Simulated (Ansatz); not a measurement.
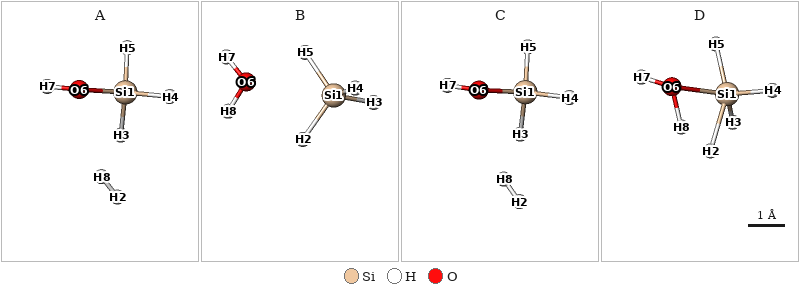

4 geometries from a converged minimum-energy path of SiH6O, made up at the start of SiH₄ and H2O, shuffled. Style: ball-and-stick. Shown at a tilt.

These are results of Ansatz, RKS revPBE-D4/def2-SVPD, not measurements. Set-up: 7 movable images; climbing image; force threshold 0.05 eV/Å; iteration limit 60; starting path through a guess of the saddle point.

Question: Which frame is the top of the path?

Answer: D. In order along the path, whose images run from 0 to 8: B (image 0, 0.0 kcal/mol), D (image 3, +37.3 kcal/mol), A (image 7, −6.7 kcal/mol), C (image 8, −7.0 kcal/mol). Breaking: O6–H8 (0.97 → 1.15 at the top → 2.74 Å), Si1–H2 (1.50 → 1.82 at the top → 3.68 Å). Forming: H2–H8 (2.96 → 1.13 at the top → 0.76 Å), Si1–O6 (3.23 → 1.98 at the top → 1.70 Å).

Limits of the set-up: the start holds two separate molecules, 3.0 Å apart at their closest, whose relative position is a soft coordinate.
